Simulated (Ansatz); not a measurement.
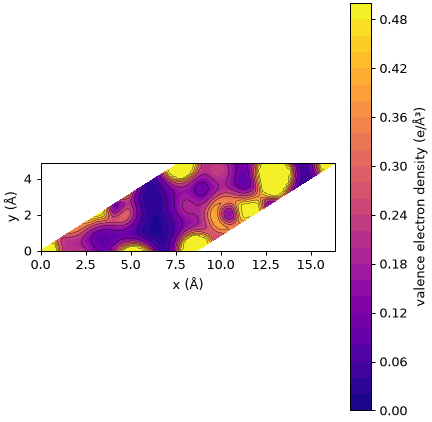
*Valence electron density (e/Å³), cut off at 0.5 on a lattice plane, plane-wave PAW r²SCAN (Ansatz code)*

Task: Which compound is it?
A. LaZrNO2, I2_12_12_1 (Pearson symbol oI20)
B. CaTiN2, Pna2_1 (Ca on 4a, Ti on 4a, N on 4a, N on 4a)
C. Si, P4_32_12 (Si on 4a, Si on 8b)
D. GaSi2N, R3m (Ga on 3a, N on 3a, Si on 3a, Si on 3a)

Result: D, GaSi2N, R3m (Ga on 3a, N on 3a, Si on 3a, Si on 3a). Atoms in the plane, in fractions of its two edges: Ga at (0.00, 0.00), N at (0.73, 0.87), Si at (0.02, 0.51), Si at (0.83, 0.42).

The density is the valence pseudo-density with augmentation charge, so density and ELF within about 1 Å of a nucleus are not all-electron values.

The start of the workflow was typed in or built on a structure type; neither database checked (COD, Materials Project) lists it. Whether it is the stable phase at ambient conditions was not checked. Symmetry was held in the r²SCAN relaxation; whether a distortion lowers the energy is not shown.

Potentials: the earlier of the program's two PAW sets.
